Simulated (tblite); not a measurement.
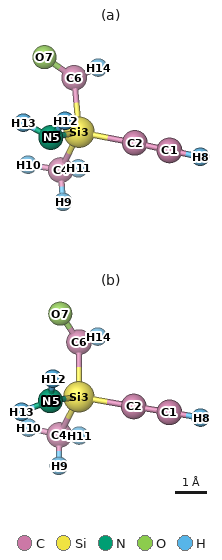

The structure of C4H7NOSi before (top) and after (bottom) a relaxation, at one scale.

A ball-and-stick model, seen at a tilt.

These are results of tblite, GFN2-xTB geometry optimisation, gas phase, not measurements. 

**What changed between the two?**

The energy falls by 26.4 kJ/mol in 99 geometry steps. The largest move after the best rigid fit is that of H13, 0.80 Å. By element the largest moves are H 0.80 Å, O 0.60 Å, C 0.16 Å, N 0.07 Å, Si 0.04 Å. Near-neighbour distances that change, for instance: Si3–C4 1.852 → 1.898 Å, C2–Si3 1.901 → 1.857 Å, Si3–C6 1.911 → 1.932 Å, C6–H14 1.092 → 1.113 Å. Among the angles between lasting bonds that change: Si3–N5–H13 107.0° → 120.2°, Si3–N5–H12 107.6° → 119.3°, O7–C6–H14 125.0° → 118.6°.
